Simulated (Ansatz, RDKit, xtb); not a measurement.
# C5H7AlO2: which of the isomers drawn lies lowest?, part 2 of 2

A sample of isomers of C5H7AlO2 is drawn. Aim: find which of them has the lowest free energy at 298.15 K, then its properties. The sample is small against all isomers, and the most stable one of this formula need not be in it.

xtb, Ansatz and PySCF; isolated molecules.

## 7. Harmonic analysis of the finalists

The lowest few in one piece go on as finalists. In this search the thermal terms come from GFN2-xTB at its own nearest minimum. The first, c163a:

start.xyz

```xyz
15
c163a
C     -0.644618    -2.849145    -0.905415
C     -0.690604    -1.972903     0.119763
C     -0.593907    -0.515967    -0.083850
C     -0.650951     0.340970     1.045937
C     -0.566868     1.738364     0.945807
Al    -0.312951     1.694743    -1.873490
O     -0.432106     2.416415    -0.134687
O     -0.460195    -0.083800    -1.293617
H     -0.718295    -3.934122    -0.739660
H     -0.530912    -2.481971    -1.937596
H     -0.803687    -2.318000     1.159672
H     -0.765743    -0.102524     2.043743
H     -0.620597     2.335786     1.883446
H      1.163616     1.940792    -2.434516
H     -1.630953     2.089405    -2.687553
```

The run is started by

```bash
$ xtb start.xyz --gfn 2 --ohess tight
```

Output, shortened:

```text
* xtb version 6.7.1
[...]
          :  # basis functions                  45          :
[...]
          :  # electrons                        42          :
[...]
          :  Hamiltonian                  GFN2-xTB          :
[...]
          :  net charge                          0          :
          :  unpaired electrons                  0          :
[...]
   *** convergence criteria satisfied after 13 iterations ***
[...]
   *** GEOMETRY OPTIMIZATION CONVERGED AFTER 10 ITERATIONS ***
[...]
   *** convergence criteria satisfied after 3 iterations ***
[...]
         ::                     SUMMARY                     ::
         :::::::::::::::::::::::::::::::::::::::::::::::::::::
         :: total energy             -23.534780199178 Eh    ::
         :: gradient norm              0.000181060990 Eh/a0 ::
         :: HOMO-LUMO gap              1.034117194385 eV    ::
         ::.................................................::
         :: SCC energy               -23.827292047093 Eh    ::
         :: -> isotropic ES            0.069870367344 Eh    ::
         :: -> anisotropic ES          0.004325295356 Eh    ::
         :: -> anisotropic XC          0.006376662390 Eh    ::
         :: -> dispersion             -0.011407177060 Eh    ::
         :: repulsion energy           0.292511847915 Eh    ::
         :: add. restraining           0.000000000000 Eh    ::
         :: total charge              -0.000000000000 e     ::
         :::::::::::::::::::::::::::::::::::::::::::::::::::::
[...]
        21        2.0000           -0.3685017             -10.0274 (HOMO)
        22                         -0.3304988              -8.9933 (LUMO)
[...]
molecular dipole:
                 x           y           z       tot (Debye)
 q only:       -0.212      -1.479       1.458
   full:       -0.227      -1.476       1.630       5.620
molecular quadrupole (traceless):
[...]
          | TOTAL ENERGY              -23.534780199228 Eh   |
          | TOTAL ENTHALPY            -23.424595855683 Eh   |
          | TOTAL FREE ENERGY         -23.468721072164 Eh   |
          | GRADIENT NORM               0.000181089624 Eh/α |
[...]
```

It took 0.24 s on 4 threads of Intel Xeon Platinum 8488C (Sapphire Rapids), shared host.

## 8. Thermal terms of the finalists

As xtb prints them, at 298.15 K, with its own treatment of low modes:

| label | SMILES | spin | lowest mode (cm⁻¹) | zero-point (kcal/mol) | G − E (kcal/mol) |
| --- | --- | --- | --- | --- | --- |
| c163a | C=CC1=CC=[O+][AlH2-][O]1 | singlet | 61 | 62.7 | 41.5 |
| c642b | C=[CH][Al@@H-]1[O]C=CC=[O+]1 | singlet | 39 | 63.5 | 41.4 |
| c405a | C1=C[O][Al]([CH]2CC2)[O]1 | singlet | 35 | 68.3 | 46.9 |

## 9. Last filter: a higher level

Single points at CCSD(T)/def2-SVP + MP2/def2-TZVPP - MP2/def2-SVP on the refined geometries decide the order.

c163a, CCSD(T)/def2-SVP:

input.yaml

```yaml
crystal:
  periodic: [false, false, false]
  atoms:
    - {symbol: C, position_ang: [-0.644618, -2.849145, -0.905415]}
    - {symbol: C, position_ang: [-0.690604, -1.972903, 0.119763]}
    - {symbol: C, position_ang: [-0.593907, -0.515967, -0.083850]}
    - {symbol: C, position_ang: [-0.650951, 0.340970, 1.045937]}
    - {symbol: C, position_ang: [-0.566868, 1.738364, 0.945807]}
    - {symbol: Al, position_ang: [-0.312951, 1.694743, -1.873490]}
    - {symbol: O, position_ang: [-0.432106, 2.416415, -0.134687]}
    - {symbol: O, position_ang: [-0.460195, -0.083800, -1.293617]}
    - {symbol: H, position_ang: [-0.718295, -3.934122, -0.739660]}
    - {symbol: H, position_ang: [-0.530912, -2.481971, -1.937596]}
    - {symbol: H, position_ang: [-0.803687, -2.318000, 1.159672]}
    - {symbol: H, position_ang: [-0.765743, -0.102524, 2.043743]}
    - {symbol: H, position_ang: [-0.620597, 2.335786, 1.883446]}
    - {symbol: H, position_ang: [1.163616, 1.940792, -2.434516]}
    - {symbol: H, position_ang: [-1.630953, 2.089405, -2.687553]}
basis:
  gaussian: {orbitals: def2-SVP}
correlation: {method: ccsd_t, frozen_orbitals: {C: 1, O: 1, Al: 5, H: 0}}
```

The run is started by

```bash
$ ansatz run input.yaml --threads 4 --pin off --max-ram 7830MiB --events-out events.jsonl --progress --plain --runs-dir runs
```

Output, shortened:

```text
Warning: RAYON_NUM_THREADS=4 ignored (pool sized by the plan → 4); use --threads N
Functional definition: HF
  name "HF"
[...]
1507 factors; integrals over basis functions are off by at most 1.6e-3 eV
[...]
mean field -15912.75850273 eV, -584.7830889201 hartree, gradient 2.1e-6 eV, S^2 0.000000; 0 other end points of the search recorded, 0 dependent functions left out; unrestricted orbitals would lower it
12 core orbitals not correlated: weight in the atoms' cores, before any rotation towards them, 1.000 or more for the frozen orbitals, at most 0.000 for the correlated occupied ones
reference -15912.75850273 eV, -584.7830889201 hartree; 21, 21 occupied and 118, 118 virtual orbitals, 1507 factors
second order -29.17311628 eV of doubles, -0.00000000 eV of singles
cycle   1  -29.55128289 eV  change   -3.8e-1 eV  update   1.6e-1
[...]
cycle  12  -30.70924123 eV  change   -8.1e-6 eV  update   1.9e-5
perturbative correction -1.15516111 eV, -0.0424513879 hartree
Total energy: -15944.62290508 eV, -585.9540841079 hartree
```

Wall time 26 s (4 threads of Intel Xeon Platinum 8488C (Sapphire Rapids), shared host); peak memory 1.4 GiB.

## 10. c163a at MP2/def2-TZVPP

input.yaml: that of step 9 with these lines changed.

```diff
@@ -19,3 +19,6 @@
 basis:
-  gaussian: {orbitals: def2-SVP}
-correlation: {method: ccsd_t, frozen_orbitals: {C: 1, O: 1, Al: 5, H: 0}}
+  gaussian:
+    orbitals: def2-TZVPP
+correlation:
+  method: mp2
+  frozen_orbitals: {C: 1, O: 1, Al: 5, H: 0}
```

The run is started by

```bash
$ ansatz run input.yaml --threads 4 --pin off --max-ram 7830MiB --events-out events.jsonl --progress --plain --runs-dir runs
```

Output:

```text
Warning: RAYON_NUM_THREADS=4 ignored (pool sized by the plan → 4); use --threads N
Functional definition: HF
  name "HF"
  exchange = exact_x
  correlation = 0
2170 factors; integrals over basis functions are off by at most 1.2e-3 eV
mean field evaluation 1: about -15919.7642 eV, gradient 4.8e1 eV
mean field evaluation 2: about -15920.1983 eV, gradient 4.9e1 eV
mean field evaluation 4: about -15925.5942 eV, gradient 6.8e0 eV
mean field evaluation 8: about -15925.7272 eV, gradient 4.5e-1 eV
mean field -15925.72827373 eV, -585.2597192131 hartree, gradient 2.0e-6 eV, S^2 0.000000; 0 other end points of the search recorded, 0 dependent functions left out; unrestricted orbitals would lower it
mean field evaluation 16: about -15925.6530 eV, gradient 2.9e0 eV
12 core orbitals not correlated: weight in the atoms' cores, before any rotation towards them, 1.000 or more for the frozen orbitals, at most 0.000 for the correlated occupied ones
reference -15925.72827373 eV, -585.2597192131 hartree; 21, 21 occupied and 324, 324 virtual orbitals, 2170 factors
second order -36.09756678 eV of doubles, -0.00000000 eV of singles
Total energy: -15961.82584051 eV, -586.5862803245 hartree
```

Wall time 9 s (4 threads of Intel Xeon Platinum 8488C (Sapphire Rapids), shared host); peak memory 1.3 GiB.

## 11. c642b at CCSD(T)/def2-SVP

input.yaml

```yaml
crystal:
  periodic: [false, false, false]
  atoms:
    - {symbol: C, position_ang: [-3.033452, -2.957994, -0.805832]}
    - {symbol: C, position_ang: [-1.904641, -2.223428, -0.930007]}
    - {symbol: C, position_ang: [0.109331, 1.061191, -2.300257]}
    - {symbol: C, position_ang: [0.876898, 1.325336, -1.151228]}
    - {symbol: C, position_ang: [0.437131, 0.955926, 0.133025]}
    - {symbol: Al, position_ang: [-1.942696, -0.269072, -0.840418]}
    - {symbol: O, position_ang: [-1.022661, 0.463060, -2.323733]}
    - {symbol: O, position_ang: [-0.655298, 0.345130, 0.403691]}
    - {symbol: H, position_ang: [-4.021519, -2.485096, -0.649162]}
    - {symbol: H, position_ang: [-3.045629, -4.063719, -0.850943]}
    - {symbol: H, position_ang: [-0.966626, -2.795118, -1.084687]}
    - {symbol: H, position_ang: [-3.313230, 0.518680, -0.621341]}
    - {symbol: H, position_ang: [0.499225, 1.395716, -3.288056]}
    - {symbol: H, position_ang: [1.835972, 1.849253, -1.257826]}
    - {symbol: H, position_ang: [1.077741, 1.209930, 1.007506]}
basis:
  gaussian:
    orbitals: def2-SVP
total_charge: 0
correlation:
  method: ccsd_t
  frozen_orbitals: {C: 1, O: 1, Al: 5, H: 0}
```

The run is started by

```bash
$ ansatz run input.yaml --threads 4 --pin off --max-ram 7830MiB --events-out events.jsonl --progress --plain --runs-dir runs
```

Output, shortened:

```text
Warning: RAYON_NUM_THREADS=4 ignored (pool sized by the plan → 4); use --threads N
Functional definition: HF
  name "HF"
[...]
1510 factors; integrals over basis functions are off by at most 1.7e-3 eV
[...]
mean field -15912.65225349 eV, -584.7791843325 hartree, gradient 1.8e-6 eV, S^2 0.000000; 0 other end points of the search recorded, 0 dependent functions left out; unrestricted orbitals would lower it
12 core orbitals not correlated: weight in the atoms' cores, before any rotation towards them, 1.000 or more for the frozen orbitals, at most 0.000 for the correlated occupied ones
reference -15912.65225349 eV, -584.7791843325 hartree; 21, 21 occupied and 118, 118 virtual orbitals, 1510 factors
second order -29.14852376 eV of doubles, -0.00000000 eV of singles
cycle   1  -29.57646523 eV  change   -4.3e-1 eV  update   1.6e-1
[...]
cycle  10  -30.71500574 eV  change   -4.8e-5 eV  update   2.9e-5
perturbative correction -1.13508911 eV, -0.0417137556 hartree
Total energy: -15944.50234834 eV, -585.9496537297 hartree
```

Run time: 20 s. Hardware: 4 threads of Intel Xeon Platinum 8488C (Sapphire Rapids), shared host; peak memory 1.4 GiB.

For c163a, c642b, c405a the log finds that unrestricted Hartree-Fock orbitals lie lower, a sign to watch the closed-shell reference there.

## 12. The ranking

Energies in kcal/mol from c163a; G adds the thermal terms to the CCSD(T)/def2-SVP + MP2/def2-TZVPP - MP2/def2-SVP energy. The columns left of the relaxed level are at the tight-binding geometries.

| label | SMILES | spin | GFN2-xTB | HF/STO-3G | r2SCAN-D4/def2-SVP | PBE-D3(BJ)/def2-SVP | HF/def2-SVP | MP2/def2-SVP | CCSD(T)/def2-SVP + MP2/def2-TZVPP - MP2/def2-SVP | G | share at equilibrium | T1 |
| --- | --- | --- | --- | --- | --- | --- | --- | --- | --- | --- | --- | --- |
| c163a | C=CC1=CC=[O+][AlH2-][O]1 | singlet | 0.0 | 0.0 | 0.0 | 0.0 | 0.0 | 0.0 | 0.0 | 0.0 | 66.8 % | 0.019 |
| c642b | C=[CH][Al@@H-]1[O]C=CC=[O+]1 | singlet | 27.2 | -2.5 | 3.8 | 3.6 | 2.5 | 3.0 | 0.4 | 0.4 | 33.2 % | 0.018 |
| c405a | C1=C[O][Al]([CH]2CC2)[O]1 | singlet | 25.0 | -21.4 | 11.2 | 12.1 | 20.5 | 7.4 | 4.0 | 9.5 | < 0.1 % | 0.015 |

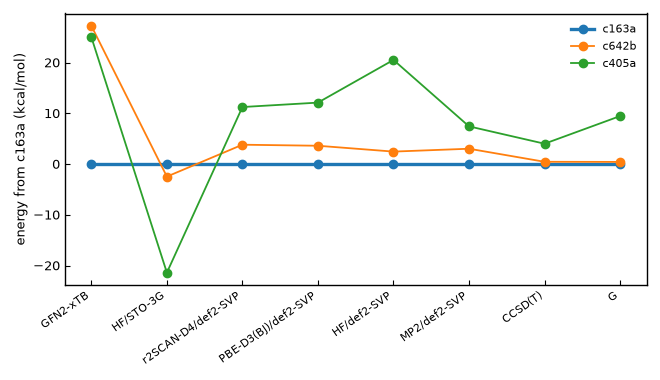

The finalists at each level, measured from c163a.

Lowest found: c163a, `C=CC1=CC=[O+][AlH2-][O]1`, a singlet. Bond lengths: C1–C2 1.349 Å, C2–C3 1.474 Å, C3–C4 1.419 Å, C4–C5 1.403 Å, C5–O7 1.283 Å, Al6–O7 1.886 Å, C3–O8 1.292 Å, Al6–O8 1.876 Å, C1–H9 1.100 Å, C1–H10 1.101 Å, C2–H11 1.101 Å, C4–H12 1.098 Å, C5–H13 1.113 Å, Al6–H14 1.599 Å, Al6–H15 1.599 Å. Some angles: C1–C2–C3 122.3°, C2–C3–C4 119.0°, C2–C3–O8 117.8°, C4–C3–O8 123.2°, C3–C4–C5 122.8°, C4–C5–O7 126.3°, C5–O7–Al6 125.5°, O7–Al6–O8 94.2°, C3–O8–Al6 127.9°, C1–C2–H11 121.2°.

```xyz
15

C    -0.6446   -2.8491   -0.9054
C    -0.6906   -1.9729    0.1198
C    -0.5939   -0.5160   -0.0838
C    -0.6510    0.3410    1.0459
C    -0.5669    1.7384    0.9458
Al   -0.3130    1.6947   -1.8735
O    -0.4321    2.4164   -0.1347
O    -0.4602   -0.0838   -1.2936
H    -0.7183   -3.9341   -0.7397
H    -0.5309   -2.4820   -1.9376
H    -0.8037   -2.3180    1.1597
H    -0.7657   -0.1025    2.0437
H    -0.6206    2.3358    1.8834
H     1.1636    1.9408   -2.4345
H    -1.6310    2.0894   -2.6876
```

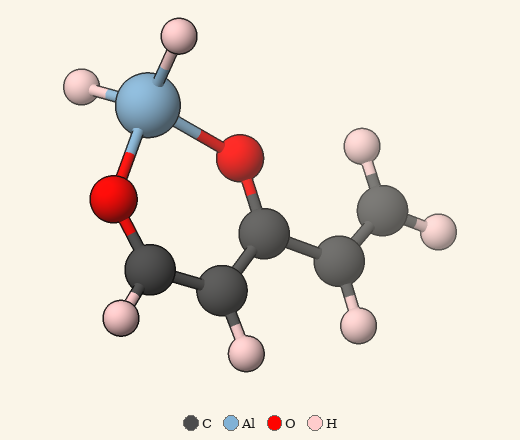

The lowest structure found, seen from a chosen angle (carbon dark grey, aluminium light blue, oxygen red, hydrogen pink).

## 13. Results

This closing draws on all 2 parts.

| quantity | value |
| --- | --- |
| lowest structure found | C=CC1=CC=[O+][AlH2-][O]1, singlet |
| next finalist | C=[CH][Al@@H-]1[O]C=CC=[O+]1, singlet, 0.4 kcal/mol higher in G |
| share at equilibrium, among the finalists | 66.8 % |
| funnel | 5 starts, 5 minima at GFN2-xTB, 6 screening runs, 3 relaxed, 3 ranked |
| CPU time of all runs | 9.1 min |

In words: The search ends on `C=CC1=CC=[O+][AlH2-][O]1`. Its margin of 0.4 kcal/mol is inside the likely error of CCSD(T)/def2-SVP + MP2/def2-TZVPP - MP2/def2-SVP with harmonic terms (about 1.5 kcal/mol), so the order of the first two is not settled. GFN2-xTB, r2SCAN-D4/def2-SVP, PBE-D3(BJ)/def2-SVP, HF/def2-SVP and MP2/def2-SVP already put its bonding pattern lowest among the structures in one piece; HF/STO-3G favours the singlet C1=C[O][Al]([CH]2CC2)[O]1. The largest share of the time went into the final energies (63 %). The search is not exhaustive (a finite list of starts, one conformer a finalist), so a lower isomer can't be ruled out. Only 4 drawn patterns were tried, so whole families of isomers are missing, and the result ranks this sample alone.
